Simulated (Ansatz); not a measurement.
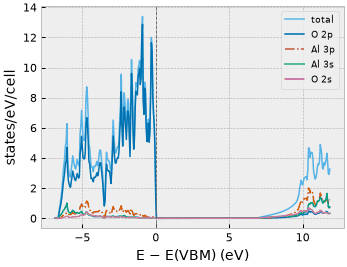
*Total and projected density of states of Al2O3 in space group R-3 (No. 148; Al on 3a, Al on 3b, Al on 6c, O on 18f), the program Ansatz at the r²SCAN level (PAW)*

### Question
Which orbitals carry the states next to the gap?

### Answer
Top 1 eV of the valence band: O 2p 96 %. Bottom 1 eV of the conduction band: Al 3s 41 %, O 2s 35 %, Al 3p 17 %, O 2p 6 %. Projections are on Löwdin-orthogonalised atomic valence shells; empty p or d shells of many metals are not among them.

### Question
Where is the tallest occupied peak in this window, and what makes it?

### Answer
Near -0.9 eV, about 13 states/eV per cell; the largest projected share is O 2p.

The workflow started from a Materials Project entry (that database holds measured and hypothetical structures alike); the Crystallography Open Database copy checked does not list it. It is not the phase usual at ambient conditions (space group No. 167). Symmetry was held in the r²SCAN relaxation; its stability against distortions is not shown here.

Potentials: the later of the program's two PAW sets.
